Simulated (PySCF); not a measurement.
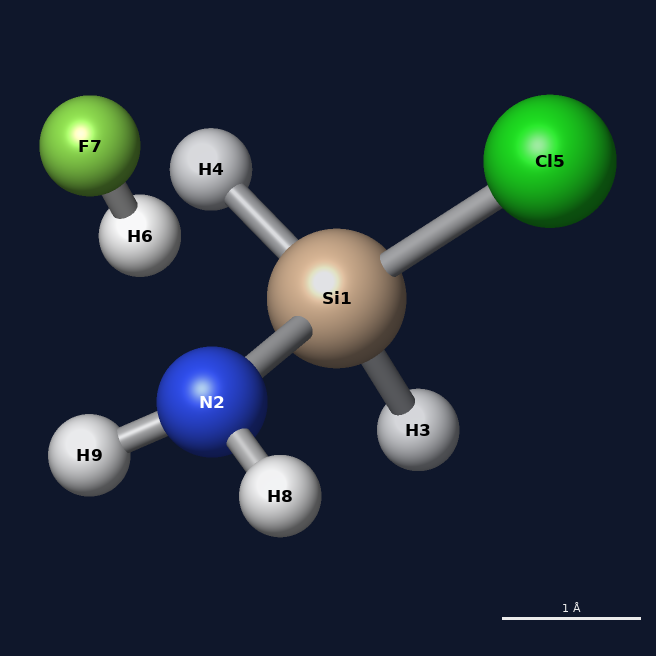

Numbered structure. The computed structure is the end point of a PBE0-D4/def2-TZVP optimisation. No frequency run is at hand to confirm it as a minimum.

Give the bond lengths.

| bond | length (Å) |
| --- | --- |
| Si1–N2 | 1.739 |
| Si1–H3 | 1.482 |
| Si1–H4 | 1.477 |
| Si1–Cl5 | 2.040 |
| N2–H8 | 1.013 |
| N2–H9 | 1.013 |
| H6–F7 | 0.950 |
